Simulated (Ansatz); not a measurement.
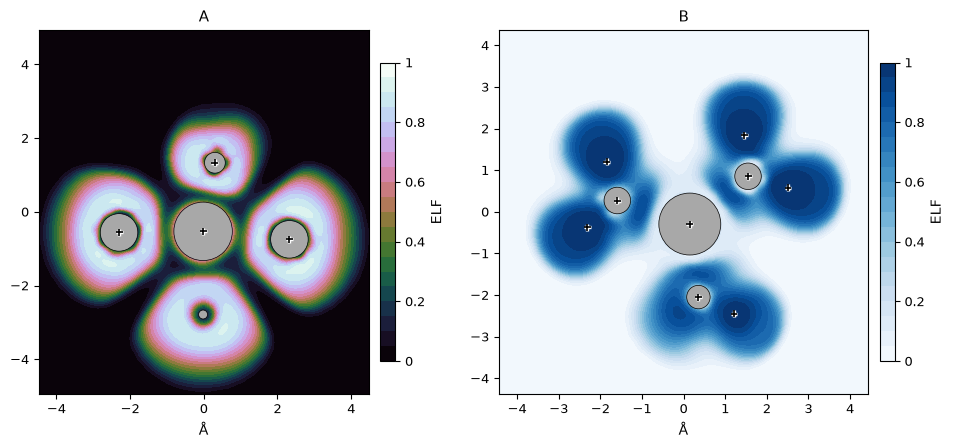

The electron localisation function of 2 systems, each on a plane through atoms (crosses mark nuclei in the plane; grey discs cover the cores).

The calculation used RHF/def2-SVP in Ansatz.

System 1: Cl5HOW···HCl, the plane of atoms O2, W1 and Cl5. Core potentials replace the inner electrons of W; not at a stationary point (largest force 1.6 eV/Å).

```xyz
10

W    -0.0364   -0.0047   -0.1453
O    -0.0894    0.0703    1.7405
H    -0.7595   -0.2660    2.3262
Cl    2.2213   -0.0516   -0.4360
Cl   -0.1190    2.2180   -0.6518
Cl   -2.3921   -0.0188    0.0787
Cl    0.0066   -2.3401    0.1323
Cl   -0.4593   -0.4958   -2.3640
Cl    1.8929    2.2015    1.9885
H     1.5124    1.2051    2.7624
```

System 2: GaH5N2O···HBr, the plane of atoms Ga1, N7 and H9. 

```xyz
11

Ga   -0.0570   -0.2978    0.0716
N    -0.1365    0.0672    1.8718
H    -0.9324   -0.2268    2.4077
H     0.6980   -0.0738    2.4122
O     1.5782   -0.3691   -0.6051
H     1.7238   -0.4463   -1.5331
N    -1.5394   -0.5302   -0.9391
H    -2.4726   -0.4227   -0.5950
H    -1.5343   -0.6396   -1.9333
Br   -0.6494    3.5343    2.2067
H    -0.3957    2.1321    2.1089
```

Q: Which map belongs to which system?

A: Panel A is system 1, Cl5HOW···HCl: the plane holds W, O and Cl. W–O (1.89 Å): the ELF peaks at about 0.85 in the valence shell of O, 0.6 Å from its nucleus, and drops to about 0.25 between the two atoms. Panel B is system 2, GaH5N2O···HBr: the plane holds Ga, N, H and O. Ga–O (1.77 Å): the ELF peaks at about 0.85 in the valence shell of O, 0.6 Å from its nucleus, and is about 0.20 at the midpoint.
